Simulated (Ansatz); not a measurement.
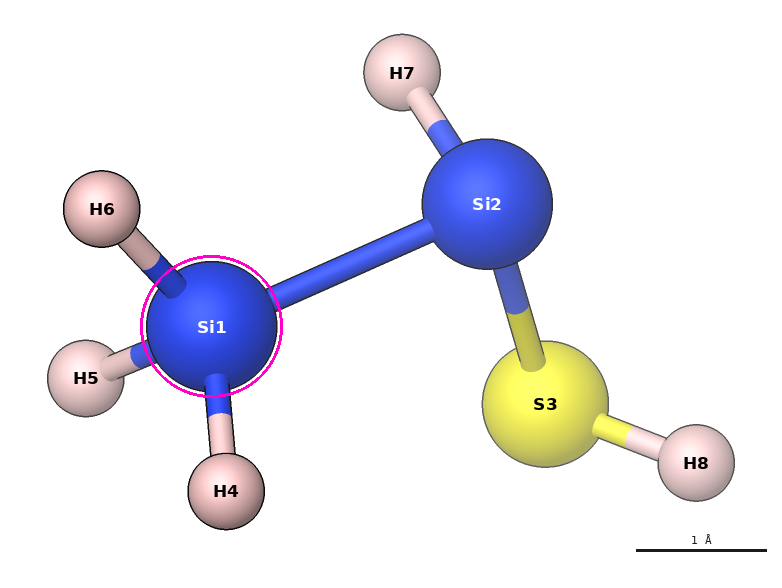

Orthographic view. Depth is shown by fading: the farther an atom, the more it takes the colour of the background. State: charge −1, singlet. Computed geometry: PBE-D4/def2-SVPD optimisation. No frequency run is at hand to confirm it as a minimum.

Q: Which atoms are bonded to the circled atom?

A: The circled atom is Si1; it is bonded to Si2, H4, H5, H6.

Q: What is the shortest path along bonds from the circled atom to H8?

A: Si1–Si2–S3–H8, 3 bonds; through space the two are 4.23 Å apart.

Q: Of Si1 and H5, which is nearer the viewer?

A: Si1; the bond to H5 points away from the viewer, so it looks shorter than its 1.53 Å.

Q: Which two atoms are farthest apart in space?

A: H6 and H8, 5.62 Å.
